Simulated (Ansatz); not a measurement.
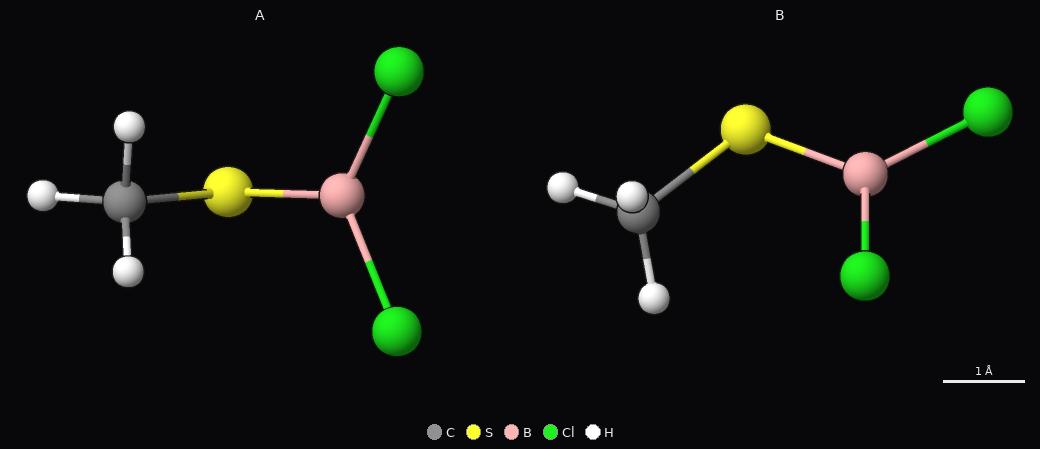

Two geometries of CH3BCl2S (coarse preliminary run), drawn at one scale. One is the start of a relaxation, the other its converged end. Style: ball-and-stick. Shown face on.

Level of theory: RKS PBE-D4/def2-SVP (Ansatz). (force threshold 0.03 eV/Å; at most 200 steps)

**Which geometry has the lower energy?**

Structure B is the relaxed one. The start comes from a force field. Over 13 accepted moves (14 points after the start) the energy falls by 1.099 eV. Largest force component: 2.9 eV/Å at the start, 0.018 eV/Å at the end. The line search rejected the trial step at point 3 of the run. The largest move after the best rigid fit is that of a Cl atom, 1.43 Å. By element the largest moves are Cl 1.43 Å, H 0.97 Å, S 0.95 Å, B 0.30 Å, C 0.15 Å. Some distances before and after: B–Cl 1.920 → 1.767 Å, B–S 1.877 → 1.792 Å, B–Cl 1.839 → 1.765 Å, C–H 1.169 → 1.106 Å. Bond angles that change, for instance: C–S–B 93.8° → 104.0°, H–C–H 104.8° → 109.8°, S–B–Cl 121.8° → 117.2°. Groups turn about B–S by about 85°.
